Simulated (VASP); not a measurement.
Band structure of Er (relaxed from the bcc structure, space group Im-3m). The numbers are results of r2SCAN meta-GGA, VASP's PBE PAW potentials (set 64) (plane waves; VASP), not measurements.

The 4f electrons are frozen in the core of the lanthanide potential, so 4f levels, which can set the real gap, and their magnetism are missing.

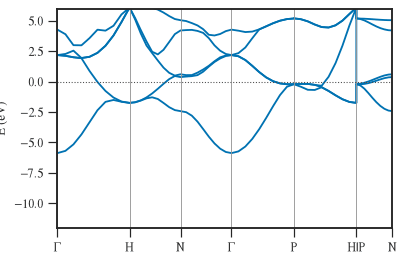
Fig. 1. Bands along high-symmetry lines, zero at the valence-band maximum or, without a gap, the Fermi level

Read the plot: is there a gap, and where are the band edges?

It has no gap at this level: it comes out as a metal or semimetal.

The structure was generated: Er was put into the bcc type (Im-3m), which need not be its known phase. It was relaxed first.
